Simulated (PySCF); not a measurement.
**C3H5BCl2Si (SMILES [CH+]=[C][SiH2]CB(Cl)Cl) (charge +1, doublet): density, localisation and related maps**

```tsv
atom	x (Å)	y (Å)	z (Å)
C	2.4495	0.9025	-1.0830
C	1.6561	0.6450	-0.2077
Si	0.5033	0.2672	1.1745
C	-0.8652	-0.9239	0.3446
B	-1.6902	-0.1186	-0.7371
Cl	-3.3421	0.1158	-0.3615
Cl	-0.9679	0.3685	-2.1959
H	3.1443	1.1255	-1.8459
H	-0.1208	1.4520	1.7496
H	1.0367	-0.7554	2.0934
H	-1.4788	-1.3234	1.1483
H	-0.3237	-1.7560	-0.1054
```

Geometry: GFN2-xTB.

All numbers below come from UKS B3LYP, pcH-1 on B C Cl H Si, non-relativistic, mean-field spin-orbit, GIAO in PySCF.

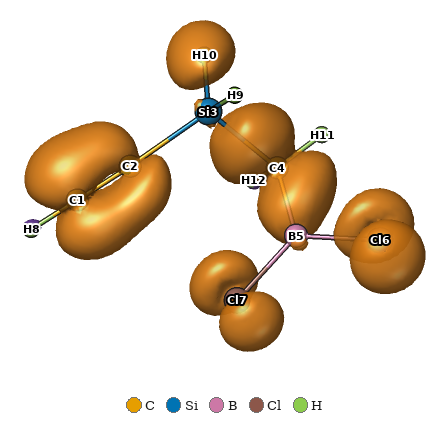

Figure 1. Isosurfaces of the spin density (α minus β) at +0.015 (orange) and −0.015 e/Å³ (purple), seen across its widest extent.

Describe the spin distribution.

Answer. The unpaired spin (1 electron) lies mostly on C4 (about 0.2), C1 (about 0.2), Cl6 (about 0.1), C2 (about 0.1) and Cl7 (about 0.1), in electrons by Hirshfeld's partition.

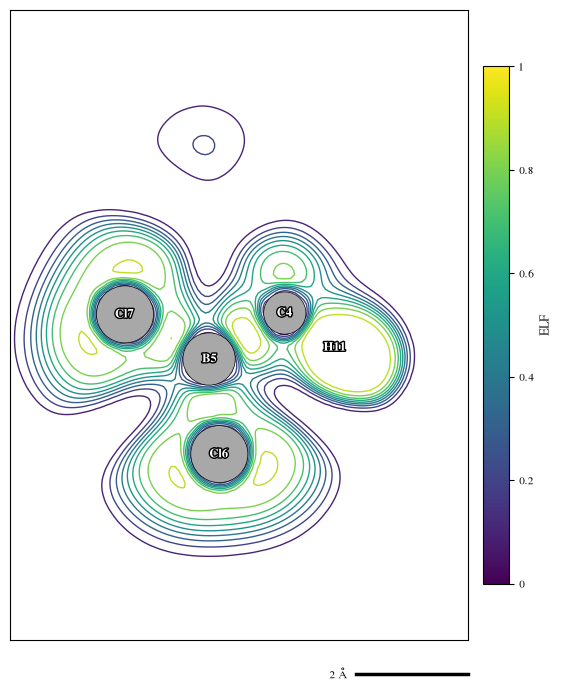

Figure 2. Electron localisation function on the plane of atoms C4, B5 and Cl7. Grey discs cover the atomic cores.

Read the bonding off the picture.

Answer. The section cuts through C, B, Cl and H sites. C–B (1.58 Å): the ELF peaks at about 0.95 between the atoms; a shared electron pair. B–Cl (1.70 Å): the ELF peaks at about 0.90 between the atoms (a short, strongly polar bond). The ELF also peaks beside Cl6 and Cl7, away from the bonds: non-bonding electrons, paired or unpaired.
